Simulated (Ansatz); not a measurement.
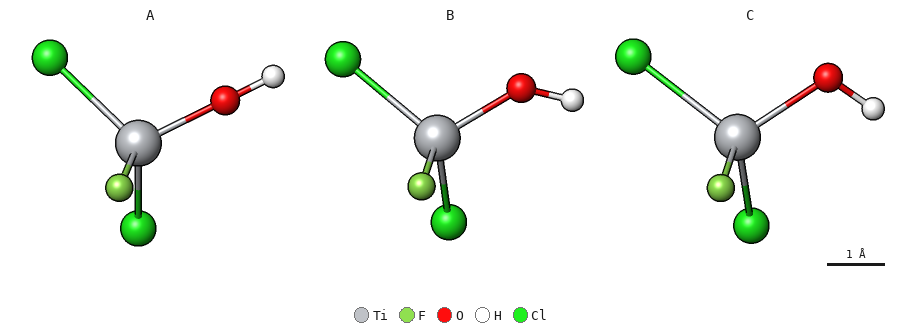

3 geometries from one relaxation of TiHOCl2F, in shuffled order. A ball-and-stick model, seen at a tilt.

The run prepares the start of a later molecular dynamics calculation, from a guessed geometry.

Theory: RHF/def2-SVP (Ansatz 0.2.0). Settings: no spin polarisation; force threshold 0.02 eV/Å; at most 40 steps.

Order the frames from highest to lowest energy.

Answer. C, B, A. They are steps 0, 4, 10, at +139.1 kJ/mol, +5.68 kJ/mol relative to the last. The H atom moves most after the best rigid fit: 0.59 Å. By element the largest moves are H 0.59 Å, O 0.42 Å, Cl 0.30 Å, F 0.13 Å, Ti 0.12 Å. Among the contacts that change: O–Ti 1.920 → 1.709 Å, Cl–Ti 2.368 → 2.202 Å, F–Ti 1.830 → 1.720 Å, H–O 1.010 → 0.946 Å. Among the angles between lasting bonds that change: Ti–O–H 109.5° → 175.7°. After 9 accepted moves (10 points after the start) the energy has fallen by 139.1 kJ/mol. The largest force component goes from 3.6 to 0.015 eV/Å. The line search rejected the trial step at point 5 of the run. The run took 21 s on 2 threads of Arm Neoverse V1 (shared host), peak memory 0.22 GiB.

Limits of the set-up: Hartree-Fock leaves out electron correlation.
